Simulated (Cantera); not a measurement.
Charge: 1 mol Ti(OiPr)4, 0.14 mol CH4, equilibrated at 0.110 bar.

These are equilibrium values from Cantera (NASA tables, ideal gas, pure condensed phases), not measurements of a reactor. Candidate condensed phases: C, C6H6, C7H8, C8H18, H2O, Ti, TiC, TiO, TiO2, Ti2O3, Ti3O5, Ti4O7; 113 gas species. The feed counts by its element totals alone. TiC: taken at fixed stoichiometry. Kinetics and transport are ignored.

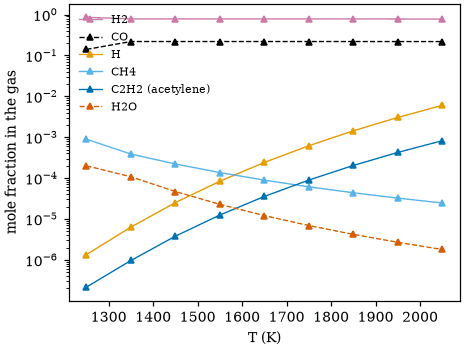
*Equilibrium gas composition (values under 1e-9 drawn at 1e-9)*

At 1250 K the condensed part is C(graphite) + Ti3O5(s). From 1350 K to 2050 K the condensed part is C(graphite) + TiC(s).
